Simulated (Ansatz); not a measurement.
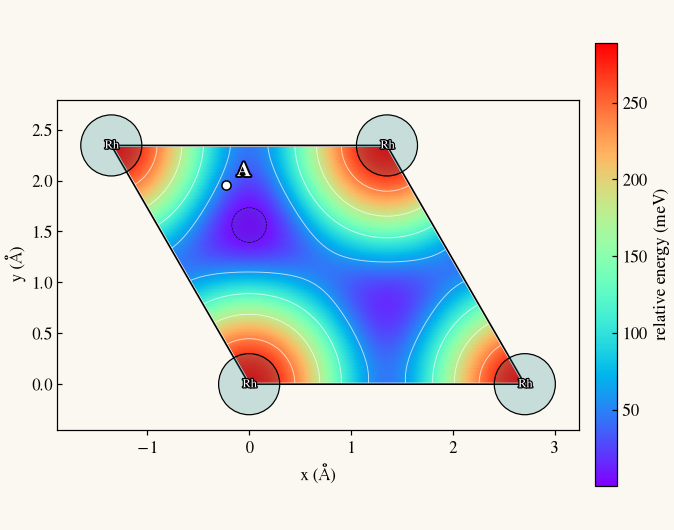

Li on a Rh(111) slab cut from the Fm-3m phase, its upper half relaxed before the scan (12 atoms of substrate and one adsorbate in a 2 × 2 cell). Li is moved over the surface cell; relaxed at each place: the height of the adsorbate's atoms; substrate rigid; the origin of the map has the adsorbate above Rh9. Places are given modulo a cell vector. The map is drawn in real space over the plane of the surface. The grid has 6 × 6 points; 10 points were computed and 26 follow by symmetry. Places are given in fractions of the 1 × 1 surface cell. All energies are given in meV relative to the lowest grid point. Computed with Ansatz, DFT PBE, scalar-relativistic, plane waves, PAW. Settings: cutoff 420 eV, k-mesh 6×6×1, gaussian smearing 0.1 eV, no spin polarisation.

Drawn: a smooth colour map with a few white contour lines, labelled circles for the atoms of the top layer and small ones for the second layer, the outline of one cell of the plane, the point A. Between grid points the surface is interpolated.

Is A at rest? If not, where is it pushed?

Answer. A, at (2/6, 5/6) of the cell vectors, is not a stationary point. The computed force is 0.19 eV/Å in the plane, pointing down and right in the picture (components 0.17 and −0.10 eV/Å).

PAW datasets: the set soft_1.
